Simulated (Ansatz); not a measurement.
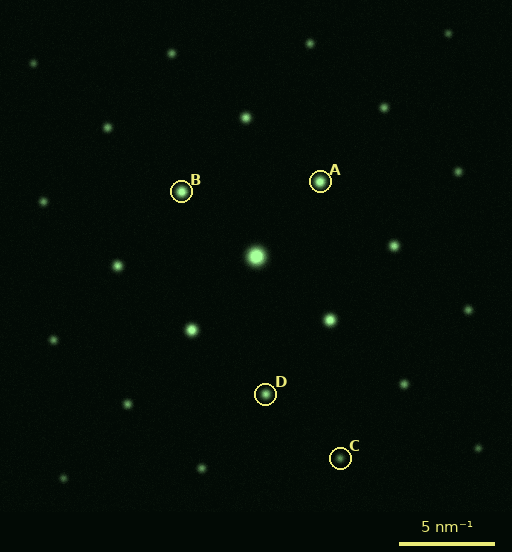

Computed electron diffraction pattern, 100 kV, single scattering only, B = 0.5 Å². The zone axis points towards the electron source and the pattern is seen from the source side.

The sample is Si, space group Fd-3m (No. 227), a = 5.47 Å. Structure: the input geometry of an electronic-structure calculation (not necessarily at equilibrium).

Spot A is indexed -2 -2 0 and spot B 2 -2 0.

What are the indices of the remaining marked spots?

C = −A − 2B = -2 6 0 (d = 0.865 Å). D = −A − B = 0 4 0 (d = 1.368 Å).

Find the zone axis.

The cross product of A and B is parallel to [001]; every spot obeys hu + kv + lw = 0.
